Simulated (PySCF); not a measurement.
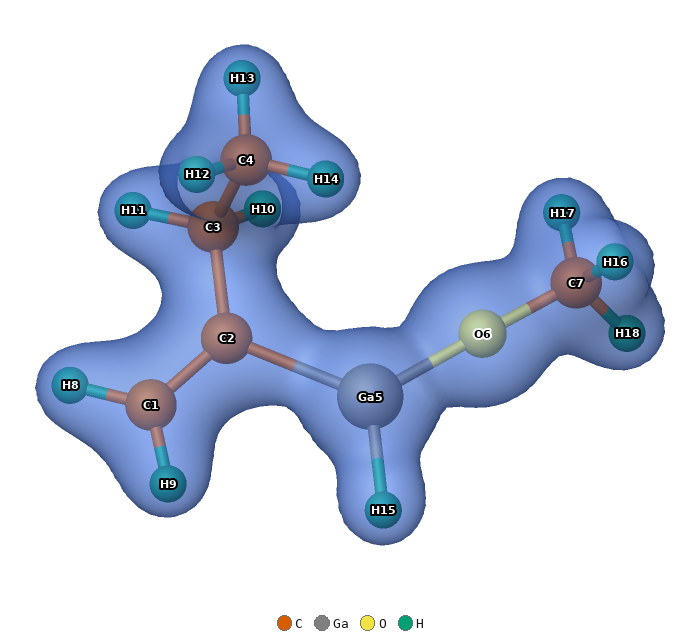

*C5H11GaO (SMILES C=[C](CC)[GaH][O]C). Isosurface of the electron density at 0.4 e/Å³ (blue), seen at a tilt.*

Geometry: GFN2-xTB.

Method: wB97X-D/def2-SVPD, SCF density, gas phase in PySCF 2.14.0.

```
atom    x (Å)    y (Å)    z (Å)
   C  -1.0860  -2.4555  -0.4683
   C  -0.6604  -1.2023  -0.4666
   C  -1.4033  -0.0308  -1.0262
   C  -1.8765   0.8616   0.1196
  Ga   1.1179  -0.9212   0.4696
   O   1.9995   0.5404   0.4778
   C   2.7376   1.7407   0.5094
   H  -2.0228  -2.7644  -0.9125
   H  -0.4913  -3.2383  -0.0078
   H  -0.7260   0.5467  -1.6662
   H  -2.2548  -0.3599  -1.6282
   H  -2.5785   0.3246   0.7549
   H  -2.3625   1.7571  -0.2608
   H  -1.0173   1.1579   0.7288
   H   1.8114  -2.1298   1.2009
   H   2.7017   2.1742   1.5122
   H   2.3224   2.4592  -0.2018
   H   3.7803   1.5460   0.2468
```

How is the density connected at this value?

Answer. At this value the surface is in one piece. It bridges the sampled C–C (1.32 Å), C–O (1.41 Å), Ga–O (1.71 Å) and C–Ga (2.03 Å) contacts, where the density stays above the isovalue. On the grid the lowest density along these lines, outside the cores, is 2.3 e/Å³ (C–C, 1.32 Å), 1.6 e/Å³ (C–O, 1.41 Å), 0.95 e/Å³ (Ga–O, 1.71 Å) and 0.72 e/Å³ (C–Ga, 2.03 Å).
